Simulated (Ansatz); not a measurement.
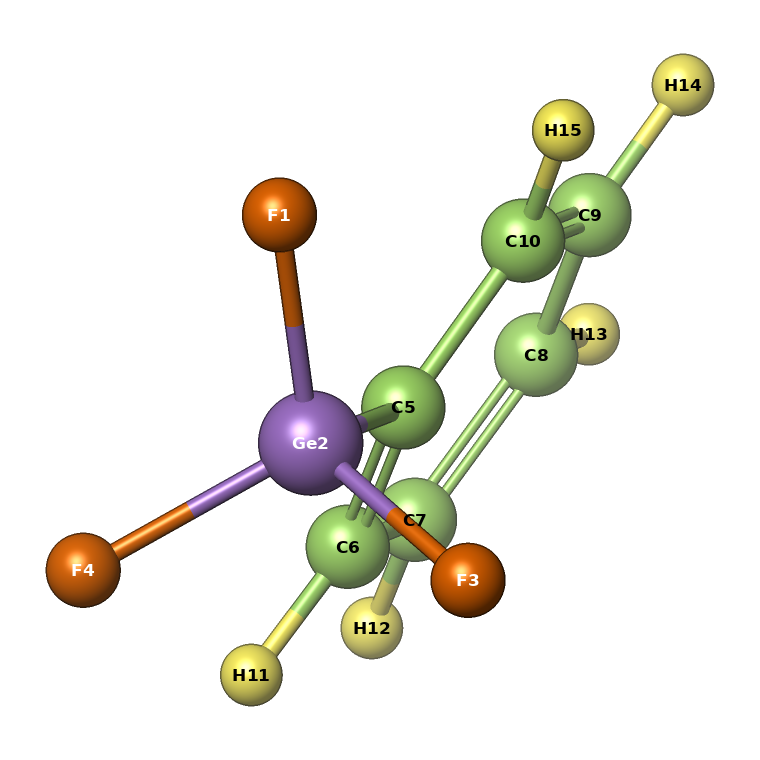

C5 lies behind Ge2. The molecule seen a little off the Ge2–C5 bond, Ge2 in front. Depth is shown by fading: the farther an atom, the more it takes the colour of the background. The computed structure is the end point of a PBE-D4/def2-SVP optimisation. No frequency run is at hand to confirm it as a minimum.

What is the torsion angle F1–Ge2–C5–C6? The sign is positive where the front bond must turn clockwise to cover the back bond.

Answer. −149°, anticlinal.
